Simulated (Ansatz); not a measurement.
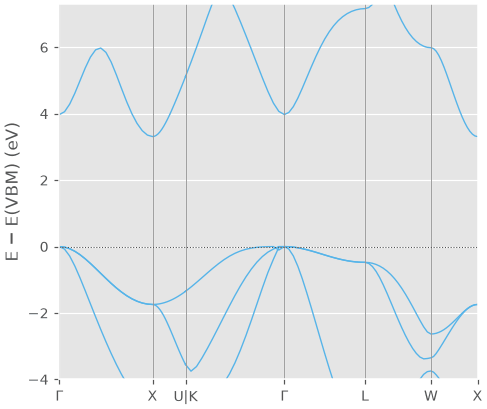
Band structure from PBE in the plane-wave PAW code Ansatz

### Question
Read off the gap and where the band edges lie.

### Answer
About 3.3 eV (3.31 eV by a search for the band edges); maximum at Γ, minimum at X.

### Question
Which of these materials gives this?
A. TlBr, zinc blende
B. AlN, zinc blende
C. BaO, rock salt
D. MgTe, zinc blende

### Answer
B, AlN, zinc blende

Space group F-43m (zinc blende). Symmetry was held in the PBE relaxation.

Potentials: the later of the program's two PAW sets.
